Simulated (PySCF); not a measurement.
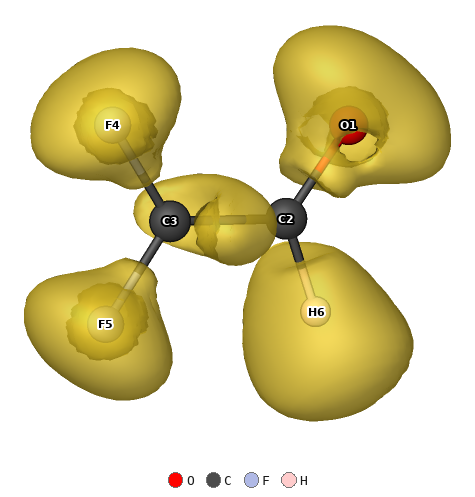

*C2HF2O (SMILES O=C[C](F)F) (doublet). Isosurface of the ELF at 0.75 (yellow), seen at a tilt. Core shells and regions of very low density are left out.*

Geometry: GFN2-xTB.

These are results of UKS B3LYP, pcH-1 on C F H O, non-relativistic, mean-field spin-orbit, GIAO (PySCF 2.14.0, density-fitted response routines), not measurements.

```xyz
6

O     1.6859    0.1617   -0.5523
C     0.7360   -0.1649    0.1414
C    -0.6134    0.1487   -0.1413
F    -1.0429    0.8278   -1.1765
F    -1.6099   -0.2241    0.6352
H     0.8474   -0.7472    1.0720
```

Question: Where are the electrons localised?

Answer: At this value the surface marks out one region between bonded C–C atoms (shared pairs), one region around a hydrogen nucleus, two regions on F in which the atom's valence shell and bonds are merged and one region on O in which the atom's valence shell and bonds are merged.

Values along the shortest contacts:
C–O (1.22 Å): the ELF peaks at about 0.85 between the atoms: a multiple bond. C–F (1.31 Å): the ELF peaks at about 0.85 between the atoms, as expected for a polar covalent bond.
